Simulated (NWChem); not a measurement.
**C4H3S (SMILES [c]1cccs1): levels of theory compared**

Aim: a comparison of 5 runs (UHF/def2-SVP, USVWN5/STO-3G, UB2PLYP/6-31G*, UPBE0/def2-SVP, UCCSD/STO-3G) of C4H3S. 

The results are computed with NWChem 7.3.0.

## 1. The molecule

C4H3S has 8 atoms, charge 0, and is taken as a doublet. As SMILES, `[c]1cccs1`. The shape is that of a PBE0-D4/def2-TZVP optimisation.

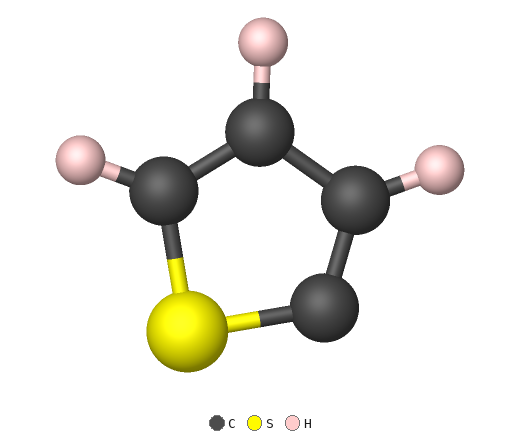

The structure, seen from a chosen angle (carbon dark grey, sulfur yellow, hydrogen pink).

## 2. Energy and forces at UHF/def2-SVP (run 1)

Contents of job.nw:

```
START job
TITLE "C4H3S hf"
memory total 2200 mb

GEOMETRY units bohr noautosym nocenter noautoz
C  -1.62232988  2.49481643  0.51079297
C   0.54877647  1.55524460  1.46604953
C   1.11134793 -0.78971655  0.25473508
C  -0.63494798 -1.47077384 -1.51121398
S  -3.01770365  0.72773353 -1.74913050
H   1.69036002  2.42810910  2.91735919
H   2.76145679 -1.91637126  0.69428538
H  -0.66253798 -3.13694537 -2.68851336
END

BASIS spherical bse
* library def2-SVP
END

SCF
nopen 1
uhf
thresh 1e-08
maxiter 80
print low
END

TASK scf gradient
```

Run with:

```sh
$ nwchem job.nw > job.out
```

Log:

```text
[...]
  functions       =    89
[...]
  wavefunction    = UHF
[...]
         Total SCF energy =   -550.414736776182
      One electron energy =  -1139.233878568917
      Two electron energy =    395.244520990942
 Nuclear repulsion energy =    193.574620801793
                       Sz =      0.5000
                 Sz(Sz+1) =      0.7500
                      S^2 =      1.1120
[...]
                         UHF ENERGY GRADIENTS
    atom               coordinates                        gradient
                 x          y          z           x          y          z
   1 C      -1.622330   2.494816   0.510793    0.005063  -0.018506  -0.009099
   2 C       0.548776   1.555245   1.466050   -0.009056   0.002257  -0.005149
   3 C       1.111348  -0.789717   0.254735   -0.009282   0.006706  -0.002202
   4 C      -0.634948  -1.470774  -1.511214   -0.003085   0.006765   0.002408
   5 S      -3.017704   0.727734  -1.749131    0.016581   0.002676   0.014138
   6 H       1.690360   2.428109   2.917359    0.000366   0.000202   0.000413
   7 H       2.761457  -1.916371   0.694285    0.000804  -0.000162   0.000480
   8 H      -0.662538  -3.136945  -2.688513   -0.001392   0.000063  -0.000990
 Task  times  cpu:       37.1s     wall:       37.1s
 Total times  cpu:       37.2s     wall:       37.2s
```

Run time: 38 s. Hardware: 1 thread of AMD EPYC 9R14 (Zen 4), shared host; peak memory 0.099 GiB.

## 3. Energy and forces at USVWN5/STO-3G (run 2)

Contents of mymol.xyz:

```xyz
8

C     -0.858500     1.320200     0.270300
C      0.290400     0.823000     0.775800
C      0.588100    -0.417900     0.134800
C     -0.336000    -0.778300    -0.799700
S     -1.596900     0.385100    -0.925600
H      0.894500     1.284900     1.543800
H      1.461300    -1.014100     0.367400
H     -0.350600    -1.660000    -1.422700
```

Contents of mymol.nw:

```
start mymol
memory total 2200 mb

geometry units angstrom noautosym nocenter noautoz
 load mymol.xyz
end

basis spherical bse
 * library STO-3G
end

dft
 xc slater vwn_5
 mult 2
 grid xfine
 convergence energy 1e-08
 maxiter 100
 mulliken
 print low
end

task dft gradient
```

Run with:

```sh
$ nwchem mymol.nw > mymol.out
```

Log:

```text
[...]
 d= 0,ls=0.0,diis     1   -543.1497074337 -7.37D+02  1.73D-02  1.09D-01     0.9
[...]
 d= 0,ls=0.0,diis    13   -543.2004349159 -8.05D-10  1.79D-07  6.92D-12     6.4
[...]
         Total DFT energy =     -543.200434915932
      One electron energy =    -1135.950587299562
           Coulomb energy =      444.953565108397
    Exchange-Corr. energy =      -45.778047470050
 Nuclear repulsion energy =      193.574634745283
[...]
      <S2> =      0.7594 (Exact =     0.7500)
                         DFT ENERGY GRADIENTS
    atom               coordinates                        gradient
                 x          y          z           x          y          z
   1 C      -1.622330   2.494816   0.510793    0.005723  -0.027694  -0.014988
   2 C       0.548776   1.555244   1.466049   -0.006523   0.000434  -0.004539
   3 C       1.111348  -0.789716   0.254735   -0.007038   0.006178  -0.000909
   4 C      -0.634948  -1.470774  -1.511214   -0.004189   0.005292   0.000567
   5 S      -3.017703   0.727733  -1.749130    0.030917   0.003963   0.025647
   6 H       1.690360   2.428109   2.917359   -0.008028  -0.004654  -0.009174
   7 H       2.761457  -1.916371   0.694285   -0.010381   0.006523  -0.003159
   8 H      -0.662538  -3.136945  -2.688513   -0.000481   0.009958   0.006555
 Task  times  cpu:        7.6s     wall:        7.6s
 Total times  cpu:        7.6s     wall:        7.6s
```

It took 8.4 s on 1 thread of AMD EPYC 9R14 (Zen 4), shared host; peak memory 0.13 GiB.

Run 3 isn't shown in full; the table further down has it.

## 4. Energy and forces at UPBE0/def2-SVP (run 4)

mymol.xyz, as its differences from that of step 3:

```diff
@@ -1,3 +1,3 @@
 8
-
+C4H3S
 C     -0.858500     1.320200     0.270300
```

Contents of run.py:

```python
from ase.io import read
from ase.calculators.nwchem import NWChem

system = read('mymol.xyz')

calc = NWChem(
    label='mymol',
    theory='dft',
    memory='2200 mb',
    basis='def2-SVP',
    basispar='spherical bse',
    dft={'xc': 'pbe0', 'mult': '2', 'grid': 'xfine', 'convergence': 'energy 1e-08', 'iterations': '100', 'mulliken': None},
)
system.calc = calc

forces = system.get_forces()
print(f"energy = {system.get_potential_energy():.6f} eV")
print("forces (eV/A):")
for s, f in zip(system.symbols, forces):
    print(f"{s:2s} {f[0]:10.5f} {f[1]:10.5f} {f[2]:10.5f}")
```

Run with:

```sh
$ export ASE_NWCHEM_COMMAND="nwchem PREFIX.nwi > PREFIX.nwo"
$ python run.py
```

Log:

```text
energy = -15013.971684 eV
forces (eV/A):
C    -0.23053    0.35471    0.07554
C     0.11699   -0.08084    0.03101
C     0.10032    0.05965    0.11503
C    -0.05836    0.00149   -0.04191
S    -0.40670    0.02134   -0.28652
H     0.20780    0.15077    0.25845
H     0.27269   -0.19448    0.06700
H    -0.00216   -0.31270   -0.21860
```

The calculator wrote mymol.nwi:

```
title "mymol"

permanent_dir mymol

scratch_dir mymol

start mymol

geometry units angstrom nocenter noautosym noautoz
  C  -8.5850000000000004e-01 1.3202000000000000e+00 2.7029999999999998e-01
  C  2.9039999999999999e-01 8.2299999999999995e-01 7.7580000000000005e-01
  C  5.8809999999999996e-01 -4.1789999999999999e-01 1.3480000000000000e-01
  C  -3.3600000000000002e-01 -7.7829999999999999e-01 -7.9969999999999997e-01
  S  -1.5969000000000000e+00 3.8510000000000000e-01 -9.2559999999999998e-01
  H  8.9449999999999996e-01 1.2848999999999999e+00 1.5438000000000001e+00
  H  1.4613000000000000e+00 -1.0141000000000000e+00 3.6740000000000000e-01
  H  -3.5060000000000002e-01 -1.6599999999999999e+00 -1.4227000000000001e+00
end

memory 2200 mb

basis spherical bse noprint
   * library def2-SVP
end

dft
  xc pbe0
  mult 2
  grid xfine
  convergence energy 1e-08
  iterations 100
  mulliken
end

task dft gradient
```

mymol.nwo:

```text
Northwest Computational Chemistry Package (NWChem) 7.3.0
             --------------------------------------------------------

           Job information
           ---------------

    nwchem branch   = 7.3.0
    use scalapack   = T
    input           = mymol.nwi
    prefix          = mymol.
    data base       = mymol/mymol.db
    status          = startup
    nproc           =        1

           Memory information
           ------------------

[... 5 lines left out ...]
    hardfail = no
[... 121 lines left out ...]
          Convergence on energy requested:  1.00D-08
[... 28 lines left out ...]
          total energy or number of iterations.
[... 89 lines left out ...]
      One electron energy =    -1139.809308484836
[... 1393 lines left out ...]
          Convergence on energy requested:  1.00D-08
[... 28 lines left out ...]
          total energy or number of iterations.
[... 36 lines left out ...]
                 ----------------------------------------
                 |  Time  |  1-e(secs)   |  2-e(secs)   |
                 ----------------------------------------
                 |  CPU   |       0.01   |       1.60   |
                 ----------------------------------------
                 |  WALL  |       0.01   |       1.60   |
                 ----------------------------------------

 Task  times  cpu:       56.8s     wall:       56.8s
 Total times  cpu:       56.8s     wall:       56.8s
```

It took 58 s on 1 thread of AMD EPYC 9R14 (Zen 4), shared host; peak memory 0.14 GiB.

## 5. The energy at UCCSD/STO-3G (run 5)

Contents of run.py:

```python
from ase import Atoms
from ase.calculators.nwchem import NWChem

mol = Atoms(['C', 'C', 'C', 'C', 'S', 'H', 'H', 'H'], positions=[
    [-0.858500, 1.320200, 0.270300],
    [0.290400, 0.823000, 0.775800],
    [0.588100, -0.417900, 0.134800],
    [-0.336000, -0.778300, -0.799700],
    [-1.596900, 0.385100, -0.925600],
    [0.894500, 1.284900, 1.543800],
    [1.461300, -1.014100, 0.367400],
    [-0.350600, -1.660000, -1.422700],
])

calc = NWChem(
    label='c4h3s',
    theory='tce',
    memory='2200 mb',
    basis='STO-3G',
    basispar='spherical bse',
    scf={'nopen': '1', 'uhf': None, 'thresh': '1e-08', 'maxiter': '80'},
    tce={'scf': None, 'ccsd': None, 'freeze': 'core 9', 'maxiter': '60'},
    task='energy',
)
mol.calc = calc

print(f"energy = {mol.get_potential_energy():.6f} eV")
```

Run with:

```sh
$ export ASE_NWCHEM_COMMAND="nwchem PREFIX.nwi > PREFIX.nwo"
$ python run.py
```

Log:

```text
energy = -14822.864049 eV
```

The calculator wrote c4h3s.nwi:

```
title "c4h3s"

permanent_dir c4h3s

scratch_dir c4h3s

start c4h3s

geometry units angstrom nocenter noautosym noautoz
  C  -8.5850000000000004e-01 1.3202000000000000e+00 2.7029999999999998e-01
  C  2.9039999999999999e-01 8.2299999999999995e-01 7.7580000000000005e-01
  C  5.8809999999999996e-01 -4.1789999999999999e-01 1.3480000000000000e-01
  C  -3.3600000000000002e-01 -7.7829999999999999e-01 -7.9969999999999997e-01
  S  -1.5969000000000000e+00 3.8510000000000000e-01 -9.2559999999999998e-01
  H  8.9449999999999996e-01 1.2848999999999999e+00 1.5438000000000001e+00
  H  1.4613000000000000e+00 -1.0141000000000000e+00 3.6740000000000000e-01
  H  -3.5060000000000002e-01 -1.6599999999999999e+00 -1.4227000000000001e+00
end

memory 2200 mb

basis spherical bse noprint
   * library STO-3G
end

scf
  nopen 1
  uhf
  thresh 1e-08
  maxiter 80
end
tce
  scf
  ccsd
  freeze core 9
  maxiter 60
end

task tce energy
```

c4h3s.nwo:

```text
Northwest Computational Chemistry Package (NWChem) 7.3.0
             --------------------------------------------------------

           Job information
           ---------------

    nwchem branch   = 7.3.0
    use scalapack   = T
    input           = c4h3s.nwi
    prefix          = c4h3s.
    data base       = c4h3s/c4h3s.db
    status          = startup
    nproc           =        1

           Memory information
           ------------------

[... 5 lines left out ...]
    hardfail = no
[... 134 lines left out ...]
 Convergence threshold     :          1.000E-08
[... 22 lines left out ...]
      One electron energy =  -1136.040663781643
[... 46 lines left out ...]
          Final beta eigenvalues
[... 625 lines left out ...]
 CCSD total energy / hartree       =      -544.730210939119956
[... 1 line left out ...]
 Singles contributions
    23a   (alpha) ---    21a   (alpha)        0.1596633365
    23a   (alpha) ---    22a   (alpha)        0.1739926893
    23a   (beta ) ---    20a   (beta )       -0.1098859159
    23a   (beta ) ---    21a   (beta )       -0.1982987439

 Doubles contributions
    23a   (alpha)    23a   (beta ) ---    21a   (alpha)    21a   (beta )       -0.1159240935

 Task  times  cpu:        6.2s     wall:        6.2s
 Total times  cpu:        6.3s     wall:        6.3s
```

Run time: 7.5 s. Hardware: 1 thread of AMD EPYC 9R14 (Zen 4), shared host; peak memory 0.11 GiB.

## 6. All runs side by side

```tsv
run	level	iteration cap	module	energy (Eh)	⟨S²⟩	largest force (eV/Å)	wall time
1	UHF/def2-SVP	80	scf	-550.414737	1.112	1.129	38 s
2	USVWN5/STO-3G	100	dft	-543.200435	0.759	2.076	8.4 s
3	UB2PLYP/6-31G* (spherical functions)	100	dft	-551.970232	0.785	–	56 s
4	UPBE0/def2-SVP	100	dft	-551.753287	0.764	0.498	58 s
5	UCCSD/STO-3G	80	tce	-544.730211	1.424	–	7.5 s
```

## 7. What came out

| quantity | value |
| --- | --- |
| run 5: total energy | -544.73021 Eh |
| run 5: HOMO energy (Hartree–Fock orbitals) (highest over α and β) | -6.92 eV |
| run 5: LUMO energy (Hartree–Fock orbitals) (lowest over α and β) | 7.24 eV |
| run 5: correlation energy (9 core orbitals frozen) | -281.3 mEh |
| run 5: ⟨S²⟩ of the reference determinant | 1.424 |

What this shows: Totals of different functionals can't be ranked against each other. In runs 2, 5 the basis is minimal, so the values are rough. Spin contamination of the reference: run 5 ⟨S²⟩ = 1.42, run 1 ⟨S²⟩ = 1.11. Where it is this large, the reference is a mixture of spin states, and values that rest on it are in doubt. All runs together took 2.8 min, the longest 58 s.
